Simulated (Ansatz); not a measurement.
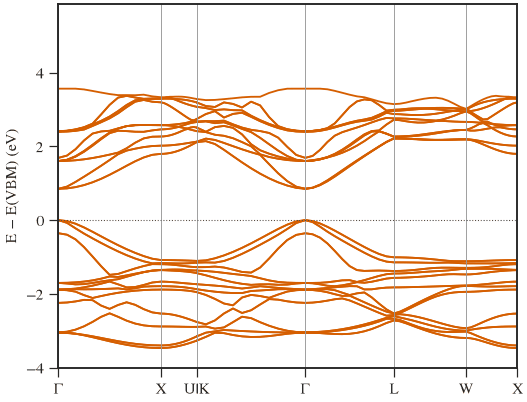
Figure: Band structure from DFT-r²SCAN with spin–orbit coupling in the program Ansatz with PAW potentials

### Question
Read off the gap and where the band edges lie.

### Answer
About 0.9 eV (0.85 eV by a search for the band edges); maximum at Γ, minimum at Γ.

The material is Ca$_{6}$Sb$_{2}$PN in space group Fm-3m (No. 225; Ca on 24e, Sb on 8c, P on 4a, N on 4b).

The start of the workflow was typed in or built on a structure type; neither database checked (COD, Materials Project) lists it. Its standing as an ambient phase is unchecked. The r²SCAN relaxation kept the symmetry of its start; its stability against distortions is not shown here.

Potentials: the later of the program's two PAW sets.
